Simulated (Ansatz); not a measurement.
**Geometry relaxation, with input and output: C₂H₂F₂Si**

C₂H₂F₂Si, SMILES F[Si]1(F)C=C1, computed with RKS PBE-D4/def2-SVPD (Ansatz 0.2.0).

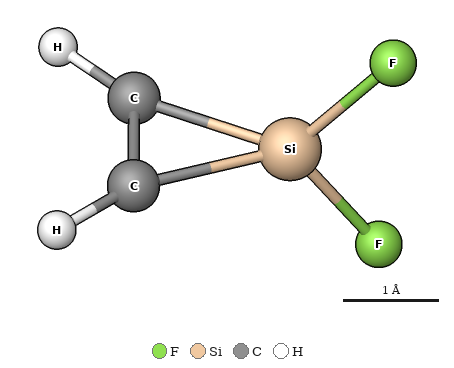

The input geometry (ball-and-stick view, seen at a tilt). Bond lengths as drawn: C–C 1.38 Å, C–H 1.10 Å, C–Si 1.78 to 1.79 Å and F–Si 1.64 Å.

The input:
```yaml
crystal:
  periodic: [false, false, false]
  atoms:
    - { symbol: F, position_ang: [0.700556, -1.323928, 1.736492] }
    - { symbol: Si, position_ang: [0.097934, -0.832733, 0.296619] }
    - { symbol: F, position_ang: [-0.300734, -2.233583, -0.449271] }
    - { symbol: C, position_ang: [-0.698863, 0.737959, 0.006548] }
    - { symbol: C, position_ang: [0.562248, 0.671883, -0.544082] }
    - { symbol: H, position_ang: [-1.468084, 1.525169, 0.029219] }
    - { symbol: H, position_ang: [1.168142, 1.387233, -1.121225] }
basis:
  gaussian: { orbitals: def2-SVPD }
hamiltonian:
  xc: pbe
  dispersion: d4
output:
  forces: true
relax:
  f_tol: 0.003
  max_steps: 120
```

Launch command:
```bash
ansatz run input.yaml --threads 1 --pin off --max-ram 2560MiB --backend cpu --events-out ev --progress --plain --runs-dir out
```

Output:
```
The last accepted step is kept in [file] (removed where the run ends without a failure and the disk answers)
Engine: ansatz 0.2.0, aarch64-unknown-linux-gnu
Functional definition: PBE
  parameter kappa = 0.804
  parameter beta = 0.06672455060314922
  exchange = pbe_x(kappa = kappa, mu = beta*pi^2/3)
  correlation = pbe_c(beta = beta)
1064 factors; their error is unknown
mean field evaluation 1: about -15390.1637 eV, gradient 6.5e1 eV
mean field evaluation 2: about -15369.9264 eV, gradient 1.1e2 eV
mean field evaluation 4: about -15399.3884 eV, gradient 7.3e0 eV
mean field evaluation 8: about -15399.4701 eV, gradient 1.8e-1 eV
mean field evaluation 16: about -15399.4702 eV, gradient 1.6e-5 eV
mean field -15399.47018076 eV, -565.9200910072 hartree, gradient 1.6e-5 eV, S^2 0.000000; 0 other end points of the search recorded, 0 dependent functions left out
the calculation of the forces begins
reference -15399.47022303 eV, -565.9200925605 hartree; 23, 23 occupied and 103, 103 virtual orbitals, 1064 factors
relax step   1: F+E_penalty+E_count = -15399.61359646 eV  Δ(F+E_penalty+E_count) = +0.000e0 eV  max|allowed force component| = 5.311e-3 eV/Å  Δτ_max = 0.0000 Å  (28 SCF iters, accepted)
these checks for a lower state are left out or cut short: starts, cluster_reference, orbital_swaps, neighbouring_geometries, increment
1064 factors; their error is unknown
mean field -15399.47018458 eV, -565.9200911475 hartree, gradient 5.4e-5 eV, S^2 0.000000; 0 other end points of the search recorded, 0 dependent functions left out
the calculation of the forces begins
reference -15399.47022685 eV, -565.9200927007 hartree; 23, 23 occupied and 103, 103 virtual orbitals, 1064 factors
relax step   2: F+E_penalty+E_count = -15399.61359934 eV  Δ(F+E_penalty+E_count) = -2.874e-6 eV  max|allowed force component| = 2.392e-3 eV/Å  Δτ_max = 0.0003 Å  (20 SCF iters, accepted)
1064 factors; their error is unknown
mean field evaluation 32: about -15399.4702 eV, gradient 2.9e-2 eV
mean field -15399.47018458 eV, -565.9200911475 hartree, gradient 5.4e-5 eV, S^2 0.000000; 1 other end points of the search recorded, 0 dependent functions left out
the calculation of the forces begins
reference -15399.47022685 eV, -565.9200927007 hartree; 23, 23 occupied and 103, 103 virtual orbitals, 1064 factors
Total energy: -15399.61364160 eV, -565.9253630959 hartree
Atom 0 at     0.700504    -1.323844     1.736348 Å, force    -0.000416    -0.000288    -0.001159 eV/Å
Atom 1 at     0.097898    -0.832762     0.296462 Å, force    -0.000540    -0.000786    -0.001695 eV/Å
Atom 2 at    -0.300692    -2.233831    -0.449047 Å, force     0.000844    -0.001068     0.002307 eV/Å
Atom 3 at    -0.698907     0.737957     0.006330 Å, force     0.001843     0.001236    -0.002323 eV/Å
Atom 4 at     0.562190     0.671939    -0.544141 Å, force    -0.002392     0.001452     0.001172 eV/Å
Atom 5 at    -1.468035     1.525238     0.029427 Å, force    -0.000118    -0.000156     0.001297 eV/Å
Atom 6 at     1.168242     1.387304    -1.121079 Å, force     0.000779    -0.000389     0.000401 eV/Å
Dipole moment:    -0.052341     0.484884    -0.178067 e Å
```

Trajectory as extended XYZ (Å, eV, eV/Å), 2 frames, from step=1 to step=2:
```
7
Properties=species:S:1:pos:R:3:forces:R:3 step=1 energy=-15399.61360
F     0.7006   -1.3239    1.7365   -0.0010  -0.0004  -0.0024
Si    0.0979   -0.8327    0.2966    0.0001  -0.0015  -0.0013
F    -0.3007   -2.2336   -0.4493    0.0011  -0.0015   0.0033
C    -0.6989    0.7380    0.0065    0.0043   0.0019  -0.0052
C     0.5622    0.6719   -0.5441   -0.0053   0.0026   0.0029
H    -1.4681    1.5252    0.0292    0.0001  -0.0002   0.0021
H     1.1681    1.3872   -1.1212    0.0007  -0.0008   0.0006
7
Properties=species:S:1:pos:R:3:forces:R:3 step=2 energy=-15399.61360
F     0.7005   -1.3238    1.7363   -0.0004  -0.0003  -0.0012
Si    0.0979   -0.8328    0.2965   -0.0005  -0.0008  -0.0017
F    -0.3007   -2.2338   -0.4490    0.0008  -0.0011   0.0023
C    -0.6989    0.7380    0.0063    0.0018   0.0012  -0.0023
C     0.5622    0.6719   -0.5441   -0.0024   0.0015   0.0012
H    -1.4680    1.5252    0.0294   -0.0001  -0.0002   0.0013
H     1.1682    1.3873   -1.1211    0.0008  -0.0004   0.0004
```

Summary:

| quantity | value |
| --- | --- |
| outcome | converged |
| total energy | −15399.6136 eV |
| mean-field energy | −15399.4702 eV |
| largest force (length of the vector) at the end | 0.003 eV/Å |
| hardware | 1 thread of Arm Neoverse V1, 24 GiB of memory available, shared host |
| wall time | 10 s |
| peak memory | 0.14 GiB |
